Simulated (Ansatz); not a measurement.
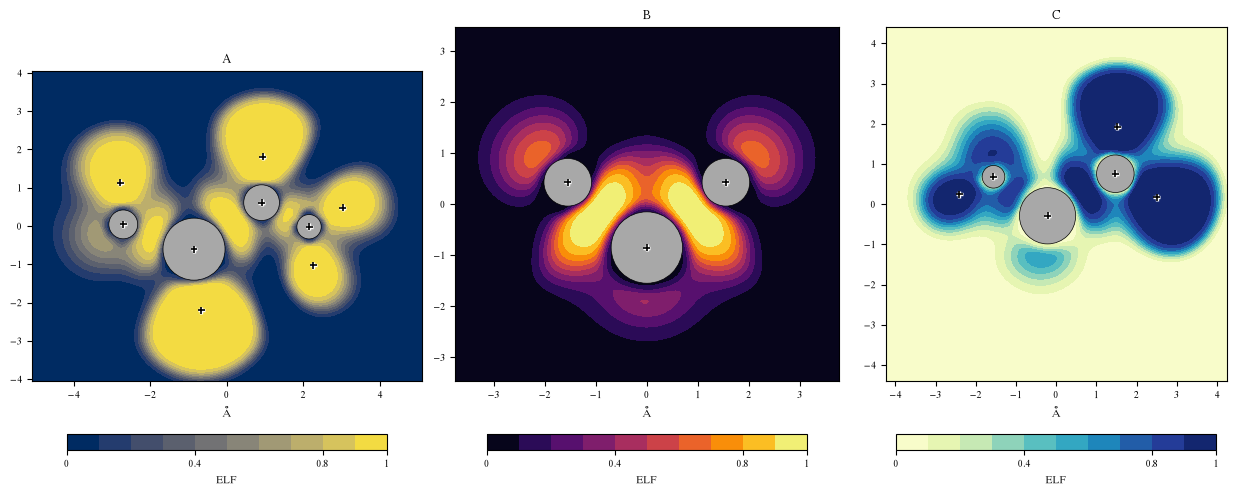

The electron localisation function of 3 systems, each on a plane through atoms (crosses mark nuclei in the plane; grey discs cover the cores).

The calculation used RKS PBE0-D4/def2-TZVPP (Ansatz 0.2.0).

System 1: BH₇OSi₂ (SMILES B[SiH](O)[SiH3]), the plane of atoms B1, Si2 and O3. Geometry: PBE0-D4/def2-TZVP.

```yaml
atoms:
  - { symbol: B, position_ang: [-1.1328, 1.6471, 0.0163] }
  - { symbol: Si, position_ang: [0.4738, 0.5425, -0.3521] }
  - { symbol: O, position_ang: [0.7074, 0.2888, -1.9744] }
  - { symbol: Si, position_ang: [0.0934, -1.4876, 0.7976] }
  - { symbol: H, position_ang: [-1.9664, 1.8938, -0.8031] }
  - { symbol: H, position_ang: [-1.3218, 2.0132, 1.1403] }
  - { symbol: H, position_ang: [1.6990, 1.1307, 0.2742] }
  - { symbol: H, position_ang: [1.4459, -0.2661, -2.2288] }
  - { symbol: H, position_ang: [-1.2291, -2.0787, 0.4560] }
  - { symbol: H, position_ang: [1.1463, -2.4761, 0.4266] }
  - { symbol: H, position_ang: [0.1495, -1.2649, 2.2679] }
```

System 2: B₂H₆Si, the plane of atoms B1, Si2 and B3. Geometry: PBE0-D4/def2-TZVP.

| atom | x (Å) | y (Å) | z (Å) |
| --- | --- | --- | --- |
| B | -0.9808 | 0.4713 | -1.1759 |
| Si | 0.6839 | 0.5026 | -0.0526 |
| B | 0.3088 | -1.0011 | 1.2250 |
| H | -1.0550 | -0.2283 | -2.1421 |
| H | -1.9457 | 1.1026 | -0.8614 |
| H | 0.8436 | 1.8026 | 0.6589 |
| H | 1.9012 | 0.2351 | -0.8706 |
| H | 0.6067 | -2.1259 | 0.9520 |
| H | -0.2744 | -0.8052 | 2.2496 |

System 3: CH₇AlBN (SMILES [CH3][AlH][BH]N), the plane of atoms Al2, C1 and H6. Geometry: PBE0-D4/def2-TZVP.

```xyz
11

C    -0.9123    2.1138    0.2609
Al   -0.0722    0.5204   -0.5087
B     0.3916   -1.2942    0.5334
N     0.9860   -2.3339   -0.1735
H    -0.2772    2.9952    0.1167
H    -1.1236    2.0220    1.3288
H    -1.8561    2.3357   -0.2505
H     0.2967    0.5962   -2.0722
H     0.1842   -1.5119    1.6991
H     1.2357   -3.2194    0.2403
H     1.2123   -2.2808   -1.1538
```

Question: Match each panel to its system.

Answer: Panel A is system 3, CH₇AlBN: the plane holds C, Al, B, N and H. B–N (1.39 Å): the ELF peaks at about 0.90 between the atoms: a polar covalent bond. Panel B is system 2, B₂H₆Si: the plane holds B and Si. Si–B (2.01 Å): the ELF peaks at about 1 between the atoms, as expected for localised, covalent bonding. Panel C is system 1, BH₇OSi₂: the plane holds B, Si, O and H. Si–O (1.66 Å): the ELF peaks at about 0.90 between the atoms (a polar covalent bond).
